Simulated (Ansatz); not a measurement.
**Run report: C2H2FSi, molecular dynamics (part 2 of 2)**

Continued. System: C2H2FSi, multiplicity 2. Method: UKS PBE0/def2-SVP (Ansatz 0.2.0). One setting was made poor on purpose. It belongs to a series of runs on one base structure; here: dynamics from the start.

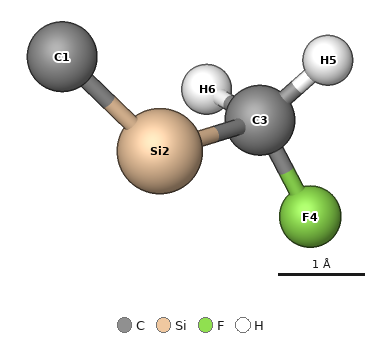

*The geometry at step 27 of the log (ball-and-stick view, seen at a tilt; atoms are numbered from 1 in the order of the input).*

**Trajectory as extended XYZ, continued**
```
6
Properties=species:S:1:pos:R:3:forces:R:3 step=13 time_fs=26.0 energy=-12679.28712 temperature=355.2
C     0.9789   -1.8350    1.5313   -0.3420   0.2462  -0.6048
Si    0.1864   -1.3245    0.1008    0.3168  -0.2962   0.6384
C    -0.2119    0.5299   -0.2970    1.2321   0.1565  -0.4926
F    -1.2395    0.6071   -1.1689   -0.5603  -0.0166  -0.4535
H     0.7223    0.9618   -0.8012   -0.9764  -0.2412   0.8607
H    -0.4931    1.0396    0.6372    0.3297   0.1512   0.0518
6
Properties=species:S:1:pos:R:3:forces:R:3 step=14 time_fs=28.0 energy=-12679.26118 temperature=343.6
C     0.9832   -1.8350    1.5257   -0.2811   0.1922  -0.4920
Si    0.1842   -1.3257    0.1037    0.2862  -0.1782   0.5486
C    -0.2104    0.5206   -0.2844    0.8933   0.9784  -1.0892
F    -1.2366    0.6094   -1.1746   -0.6742  -0.3048  -0.2666
H     0.6682    1.0119   -0.8345   -0.5860  -0.5811   1.1328
H    -0.5002    1.0908    0.6137    0.3617  -0.1065   0.1665
6
Properties=species:S:1:pos:R:3:forces:R:3 step=15 time_fs=30.0 energy=-12679.22128 temperature=285.9
C     0.9868   -1.8343    1.5182   -0.1760   0.1121  -0.3063
Si    0.1822   -1.3272    0.1076    0.1997  -0.0234   0.3776
C    -0.2059    0.5141   -0.2748   -0.3940   1.2246  -0.7286
F    -1.2348    0.6112   -1.1812   -0.7339  -0.5380  -0.0701
H     0.5885    1.0416   -0.8250    0.7926  -0.2896   0.5702
H    -0.4935    1.1404    0.5956    0.3117  -0.4856   0.1571
6
Properties=species:S:1:pos:R:3:forces:R:3 step=16 time_fs=32.0 energy=-12679.12521 temperature=149.3
C     0.9899   -1.8333    1.5093   -0.0370   0.0147  -0.0654
Si    0.1804   -1.3289    0.1121    0.0654   0.1654   0.1329
C    -0.2025    0.5113   -0.2672   -1.5745   0.9109  -0.2520
F    -1.2346    0.6119   -1.1882   -0.6170  -0.6403   0.1657
H     0.5365    1.0613   -0.7929    2.0627   0.2382  -0.2652
H    -0.4744    1.1730    0.5830    0.1005  -0.6891   0.2840
6
Properties=species:S:1:pos:R:3:forces:R:3 step=17 time_fs=34.0 energy=-12679.15236 temperature=190.1
C     0.9930   -1.8322    1.5000    0.1192  -0.0872   0.2001
Si    0.1786   -1.3303    0.1170   -0.1025   0.3420  -0.1502
C    -0.2041    0.5114   -0.2601   -0.8148   1.3017  -1.0818
F    -1.2356    0.6113   -1.1951   -0.2411  -0.5802   0.4739
H     0.5629    1.0909   -0.7698    1.2387  -0.3905   0.0411
H    -0.4506    1.1799    0.5809   -0.1995  -0.5856   0.5169
6
Properties=species:S:1:pos:R:3:forces:R:3 step=18 time_fs=36.0 energy=-12679.18945 temperature=280.9
C     0.9966   -1.8313    1.4910    0.2674  -0.1765   0.4449
Si    0.1767   -1.3313    0.1219   -0.2814   0.4846  -0.4244
C    -0.2085    0.5158   -0.2564    0.4449   1.6361  -1.8329
F    -1.2371    0.6096   -1.2012    0.2497  -0.3888   0.7688
H     0.6385    1.1064   -0.7445   -0.2735  -1.1509   0.5255
H    -0.4338    1.1643    0.5988   -0.4070  -0.4044   0.5180
6
Properties=species:S:1:pos:R:3:forces:R:3 step=19 time_fs=38.0 energy=-12679.23154 temperature=379.6
C     1.0012   -1.8310    1.4832    0.3783  -0.2351   0.6185
Si    0.1742   -1.3317    0.1262   -0.4399   0.5745  -0.6320
C    -0.2115    0.5256   -0.2585    0.8261   1.2301  -1.4064
F    -1.2382    0.6069   -1.2060    0.6691  -0.1252   0.9292
H     0.7056    1.0776   -0.6980   -0.9957  -1.0718   0.4015
H    -0.4323    1.1326    0.6374   -0.4380  -0.3726   0.0891
6
Properties=species:S:1:pos:R:3:forces:R:3 step=20 time_fs=40.0 energy=-12679.28355 temperature=475.4
C     1.0071   -1.8314    1.4772    0.4272  -0.2483   0.6827
Si    0.1712   -1.3313    0.1299   -0.5446   0.5726  -0.7232
C    -0.2119    0.5396   -0.2652    0.0761   0.0909  -0.1755
F    -1.2379    0.6040   -1.2089    0.9560   0.1498   0.9088
H     0.7355    1.0067   -0.6350   -0.5724  -0.2391  -0.2290
H    -0.4477    1.0858    0.6802   -0.3422  -0.3259  -0.4639
6
Properties=species:S:1:pos:R:3:forces:R:3 step=21 time_fs=42.0 energy=-12679.22399 temperature=387.1
C     1.0145   -1.8326    1.4734    0.4012  -0.2104   0.6257
Si    0.1673   -1.3301    0.1325   -0.5651   0.4505  -0.6828
C    -0.2121    0.5540   -0.2725   -1.3613  -1.3547   0.9172
F    -1.2356    0.6013   -1.2100    1.0966   0.3764   0.7365
H     0.7437    0.9258   -0.5802    0.6406   0.7907  -0.9325
H    -0.4765    1.0259    0.7056   -0.2121  -0.0524  -0.6642
6
Properties=species:S:1:pos:R:3:forces:R:3 step=22 time_fs=44.0 energy=-12679.16475 temperature=272.5
C     1.0232   -1.8346    1.4715    0.3045  -0.1300   0.4644
Si    0.1627   -1.3282    0.1342   -0.4837   0.2388  -0.5351
C    -0.2166    0.5642   -0.2769   -0.9779  -2.0039   0.7643
F    -1.2311    0.5994   -1.2096    1.0226   0.5089   0.4511
H     0.7765    0.8749   -0.5608    0.2709   0.9683  -0.8420
H    -0.5136    0.9637    0.7057   -0.1364   0.4178  -0.3028
6
Properties=species:S:1:pos:R:3:forces:R:3 step=23 time_fs=46.0 energy=-12679.11934 temperature=192.9
C     1.0329   -1.8369    1.4712    0.1581  -0.0275   0.2362
Si    0.1573   -1.3261    0.1352   -0.3145   0.0154  -0.3195
C    -0.2244    0.5679   -0.2789    0.6181  -2.0202   0.0786
F    -1.2245    0.5985   -1.2083    0.7390   0.5428   0.0791
H     0.8198    0.8609   -0.5737   -1.1440   0.6895  -0.2754
H    -0.5560    0.9173    0.6942   -0.0567   0.8001   0.2010
6
Properties=species:S:1:pos:R:3:forces:R:3 step=24 time_fs=48.0 energy=-12679.11879 temperature=200.1
C     1.0431   -1.8394    1.4716   -0.0094   0.0759  -0.0150
Si    0.1515   -1.3239    0.1357   -0.1004  -0.1742  -0.0666
C    -0.2301    0.5652   -0.2806    1.0295  -1.7499   0.2671
F    -1.2164    0.5987   -1.2068    0.3315   0.4901  -0.3359
H     0.8195    0.8734   -0.5972   -1.4885   0.5639   0.0741
H    -0.6008    0.9013    0.6903    0.2372   0.7941   0.0764
6
Properties=species:S:1:pos:R:3:forces:R:3 step=25 time_fs=50.0 energy=-12679.20109 temperature=346.7
C     1.0534   -1.8416    1.4720   -0.1716   0.1648  -0.2495
Si    0.1455   -1.3219    0.1362    0.1224  -0.3073   0.1844
C    -0.2326    0.5567   -0.2815    0.1092  -1.3906   1.0821
F    -1.2075    0.5999   -1.2060   -0.1458   0.3504  -0.7129
H     0.7619    0.9076   -0.6180   -0.5177   0.6680   0.0560
H    -0.6368    0.9158    0.6893    0.6035   0.5147  -0.3601
6
Properties=species:S:1:pos:R:3:forces:R:3 step=26 time_fs=52.0 energy=-12679.25795 temperature=467.7
C     1.0633   -1.8433    1.4716   -0.3063   0.2290  -0.4356
Si    0.1397   -1.3203    0.1369    0.3328  -0.3720   0.3864
C    -0.2348    0.5438   -0.2789   -0.8035  -1.0088   1.4761
F    -1.1989    0.6018   -1.2067   -0.6562   0.1218  -0.9750
H     0.6840    0.9677   -0.6369    0.7581   0.7913  -0.0926
H    -0.6500    0.9502    0.6745    0.6752   0.2386  -0.3594
6
Properties=species:S:1:pos:R:3:forces:R:3 step=27 time_fs=54.0 energy=-12679.29066 temperature=513.0
C     1.0721   -1.8443    1.4697   -0.3975   0.2641  -0.5524
Si    0.1342   -1.3192    0.1382    0.5040  -0.4000   0.5184
C    -0.2395    0.5275   -0.2716    0.1253   0.1401   0.6464
F    -1.1915    0.6040   -1.2093   -1.0895  -0.1548  -1.0640
H     0.6349    1.0584   -0.6593    0.4864   0.0595   0.3030
H    -0.6372    0.9938    0.6458    0.3713   0.0910   0.1486
6
Properties=species:S:1:pos:R:3:forces:R:3 step=28 time_fs=56.0 energy=-12679.21201 temperature=371.4
C     1.0797   -1.8444    1.4661   -0.4357   0.2692  -0.5912
Si    0.1295   -1.3187    0.1402    0.6050  -0.4169   0.5778
C    -0.2438    0.5118   -0.2622    1.2043   1.6556  -0.3491
F    -1.1864    0.6059   -1.2141   -1.2675  -0.3942  -0.9350
H     0.6045    1.1511   -0.6701   -0.1142  -1.0283   0.7505
H    -0.6103    1.0408    0.6229    0.0082  -0.0855   0.5471
6
Properties=species:S:1:pos:R:3:forces:R:3 step=29 time_fs=58.0 energy=-12679.12086 temperature=202.5
C     1.0858   -1.8437    1.4606   -0.4194   0.2461  -0.5563
Si    0.1257   -1.3188    0.1429    0.6192  -0.3986   0.5618
C    -0.2443    0.5014   -0.2540    1.0867   2.6189  -0.4421
F    -1.1839    0.6069   -1.2207   -1.1630  -0.5289  -0.6312
H     0.5700    1.2039   -0.6522    0.0521  -1.4441   0.6743
H    -0.5833    1.0842    0.6210   -0.1756  -0.4934   0.3936
6
Properties=species:S:1:pos:R:3:forces:R:3 step=30 time_fs=60.0 energy=-12679.10972 temperature=171.1
C     1.0906   -1.8421    1.4534   -0.3519   0.1988  -0.4573
Si    0.1227   -1.3194    0.1464    0.5440  -0.3158   0.4671
C    -0.2412    0.4996   -0.2472    0.0487   2.4156   0.0167
F    -1.1838    0.6069   -1.2286   -0.8321  -0.5277  -0.2331
H     0.5378    1.2012   -0.6087    0.9020  -0.9342   0.1072
H    -0.5632    1.1085    0.6342   -0.3108  -0.8367   0.0994
6
Properties=species:S:1:pos:R:3:forces:R:3 step=31 time_fs=62.0 energy=-12679.14097 temperature=243.0
C     1.0942   -1.8400    1.4448   -0.2375   0.1324  -0.3017
Si    0.1205   -1.3204    0.1505    0.3877  -0.1884   0.2968
C    -0.2380    0.5054   -0.2404   -1.1586   1.2539   0.3090
F    -1.1854    0.6058   -1.2369   -0.3091  -0.3926   0.2076
H     0.5401    1.1628   -0.5612    1.7709  -0.0217  -0.5324
H    -0.5550    1.1007    0.6512   -0.4534  -0.7836   0.0208
6
Properties=species:S:1:pos:R:3:forces:R:3 step=32 time_fs=64.0 energy=-12679.26274 temperature=449.2
C     1.0970   -1.8374    1.4351   -0.0844   0.0524  -0.1007
Si    0.1188   -1.3217    0.1550    0.1731  -0.0748   0.0705
C    -0.2386    0.5153   -0.2327   -0.6985   0.7878  -0.3160
F    -1.1876    0.6039   -1.2448    0.2828  -0.1795   0.6231
H     0.6102    1.1236   -0.5341    0.8405  -0.2287  -0.3965
H    -0.5642    1.0629    0.6689   -0.5134  -0.3572   0.1197
6
Properties=species:S:1:pos:R:3:forces:R:3 step=33 time_fs=66.0 energy=-12679.29744 temperature=513.9
C     1.0996   -1.8347    1.4252    0.0916  -0.0345   0.1237
Si    0.1173   -1.3231    0.1597   -0.0696   0.0267  -0.1827
C    -0.2414    0.5277   -0.2259    0.5218   0.5151  -1.0292
F    -1.1892    0.6017   -1.2515    0.7717   0.0385   0.9212
H     0.7124    1.0756   -0.5222   -0.9235  -0.6472   0.0603
H    -0.5930    1.0115    0.6912   -0.3919   0.1014   0.1066
6
Properties=species:S:1:pos:R:3:forces:R:3 step=34 time_fs=68.0 energy=-12679.23747 temperature=402.9
C     1.1024   -1.8320    1.4157    0.2653  -0.1157   0.3366
Si    0.1158   -1.3245    0.1640   -0.3084   0.1135  -0.4133
C    -0.2424    0.5417   -0.2225    0.6393  -0.1878  -0.8763
F    -1.1892    0.5995   -1.2562    1.0900   0.2167   1.0420
H     0.7786    1.0034   -0.5081   -1.6514  -0.3242   0.1940
H    -0.6365    0.9643    0.7174   -0.0348   0.2975  -0.2830
6
Properties=species:S:1:pos:R:3:forces:R:3 step=35 time_fs=70.0 energy=-12679.18752 temperature=286.6
C     1.1061   -1.8298    1.4074    0.4043  -0.1741   0.4980
Si    0.1139   -1.3256    0.1677   -0.5081   0.1497  -0.5692
C    -0.2415    0.5549   -0.2219   -0.6018  -1.2007  -0.2087
F    -1.1871    0.5978   -1.2587    1.2409   0.3341   0.9900
H     0.7811    0.9197   -0.4868   -0.8938   0.5073  -0.0626
H    -0.6808    0.9291    0.7325    0.3585   0.3838  -0.6475
6
Properties=species:S:1:pos:R:3:forces:R:3 step=36 time_fs=72.0 energy=-12679.09741 temperature=127.5
C     1.1110   -1.8282    1.4009    0.4798  -0.1990   0.5778
Si    0.1113   -1.3266    0.1706   -0.6273   0.1335  -0.6256
C    -0.2424    0.5641   -0.2220   -2.4092  -2.2222   0.2240
F    -1.1824    0.5968   -1.2593    1.2178   0.3879   0.8070
H     0.7497    0.8565   -0.4681    0.8602   1.3496  -0.5155
H    -0.7109    0.9089    0.7228    0.4787   0.5502  -0.4677
6
Properties=species:S:1:pos:R:3:forces:R:3 step=37 time_fs=74.0 energy=-12679.10694 temperature=135.6
C     1.1173   -1.8272    1.3962    0.4753  -0.1904   0.5618
Si    0.1078   -1.3274    0.1726   -0.6334   0.1194  -0.5823
C    -0.2511    0.5661   -0.2214   -1.6771  -2.4136  -0.3343
F    -1.1754    0.5966   -1.2581    0.9746   0.3899   0.5173
H     0.7514    0.8454   -0.4693    0.6305   1.2975  -0.4035
H    -0.7224    0.9099    0.6954    0.2302   0.7972   0.2411
6
Properties=species:S:1:pos:R:3:forces:R:3 step=38 time_fs=76.0 energy=-12679.18852 temperature=284.7
C     1.1251   -1.8269    1.3934    0.3921  -0.1534   0.4560
Si    0.1036   -1.3279    0.1738   -0.5309   0.1345  -0.4480
C    -0.2651    0.5603   -0.2219    0.5126  -1.7228  -0.7507
F    -1.1664    0.5972   -1.2560    0.5405   0.3490   0.1347
H     0.7771    0.8839   -0.4859   -0.9990   0.6087   0.0908
H    -0.7250    0.9414    0.6773    0.0847   0.7839   0.5171
6
Properties=species:S:1:pos:R:3:forces:R:3 step=39 time_fs=78.0 energy=-12679.26259 temperature=421.9
C     1.1342   -1.8270    1.3920    0.2476  -0.0922   0.2832
Si    0.0986   -1.3284    0.1744   -0.3509   0.1340  -0.2400
C    -0.2773    0.5491   -0.2247    1.2403  -0.5248   0.1422
F    -1.1564    0.5985   -1.2536   -0.0087   0.2579  -0.3151
H     0.7645    0.9455   -0.4990   -1.4550   0.0326   0.2921
H    -0.7243    1.0026    0.6791    0.3267   0.1926  -0.1623
6
Properties=species:S:1:pos:R:3:forces:R:3 step=40 time_fs=80.0 energy=-12679.31230 temperature=498.5
C     1.1440   -1.8274    1.3916    0.0692  -0.0159   0.0763
Si    0.0931   -1.3286    0.1746   -0.1261   0.0987   0.0031
C    -0.2855    0.5362   -0.2271    0.8549   0.4736   1.1621
F    -1.1465    0.6003   -1.2518   -0.6118   0.1077  -0.7680
H     0.6965    1.0080   -0.5008   -0.5661  -0.1678   0.1512
H    -0.7112    1.0709    0.6747    0.3799  -0.4963  -0.6246
```

The run was set up as follows.

**Input file**
```yaml
crystal:
  periodic: [false, false, false]
  atoms:
    - { symbol: C, position_ang: [0.913365, -1.813599, 1.54579] }
    - { symbol: Si, position_ang: [0.216643, -1.329293, 0.085089] }
    - { symbol: C, position_ang: [-0.180863, 0.518759, -0.317819] }
    - { symbol: F, position_ang: [-1.267032, 0.606896, -1.141279] }
    - { symbol: H, position_ang: [0.695488, 0.977702, -0.80562] }
    - { symbol: H, position_ang: [-0.3776, 1.039534, 0.633848] }
magnetization:
  spin_polarized: true
  initial_magnetization: 1
basis:
  gaussian: { orbitals: def2-SVP }
hamiltonian:
  xc: pbe0
md:
  timestep: 2.0
  n_steps: 40
  ensemble: nvt_nose_hoover
  temperature: 300.0
  initial_velocities: maxwell_boltzmann
  seed: 411545
  nose_hoover: { tau: 20.0, chain_length: 5 }
```

Launched with:
```bash
ansatz run input.yaml --threads 2 --pin off --max-ram 3072MiB --backend cpu --events-out ev --progress --plain --runs-dir out
```

**Results in brief**

| quantity | value |
| --- | --- |
| outcome | finished |
| mean temperature over the second half | 332 K |
| trajectory | 40 steps, 80 fs |
| ensemble | nvt_nose_hoover |
| temperature in the input | 300.0 K |
| time step | 2.0 fs |
| potential energy (last step) | −12679.3123 eV |
| mean-field energy (last step) | −12679.3123 eV |
| ⟨S²⟩ (last step) | 1.141 |
| largest force (length of the vector) (last step) | 1.518 eV/Å |
| hardware | 2 threads of Arm Neoverse N1, 16 GiB of memory available, shared host |
| wall time | 2.4 min (CPU time 4.6 min) |
| peak memory | 0.17 GiB |

**Remarks**

A deliberately poor setting: time step. ⟨S²⟩ is 1.14 against 0.75 for a pure state: the solution is spin-contaminated. So short a trajectory is not equilibrated.
